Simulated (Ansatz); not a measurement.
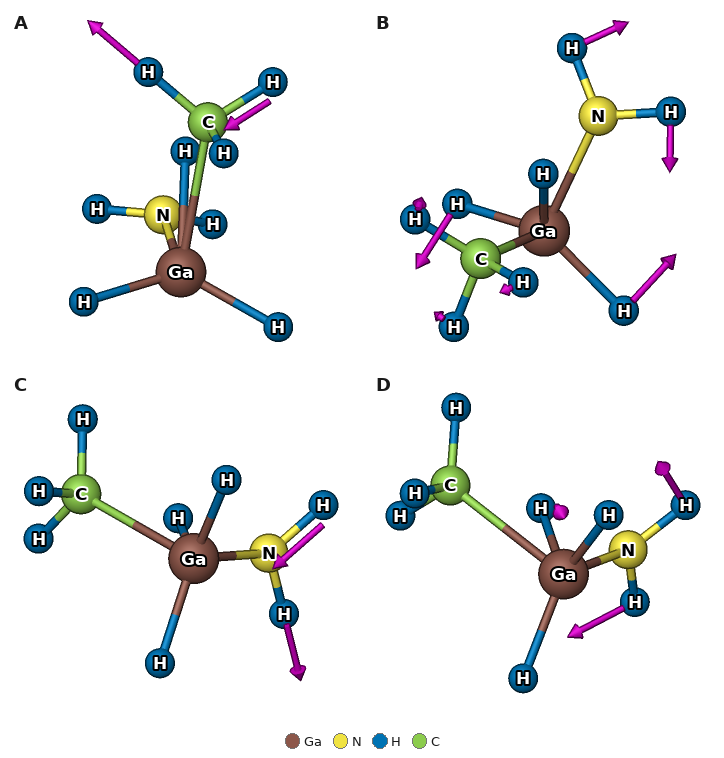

4 normal modes of one molecule or complex, as arrows. Harmonic vibrations computed with RKS PBE0-D4/def2-SVP (Ansatz 0.2.0) at a stationary point of the same level. It is a saddle point of order 1.

Question: Match the panels to the wavenumbers 450 cm⁻¹, 1502 cm⁻¹, 3162 cm⁻¹, 3665 cm⁻¹.

Answer: A: 3162 cm⁻¹, out-of-phase stretching of 2 C–H bonds
B: 450 cm⁻¹, angle bending
C: 3665 cm⁻¹, out-of-phase stretching of 2 N–H bonds
D: 1502 cm⁻¹
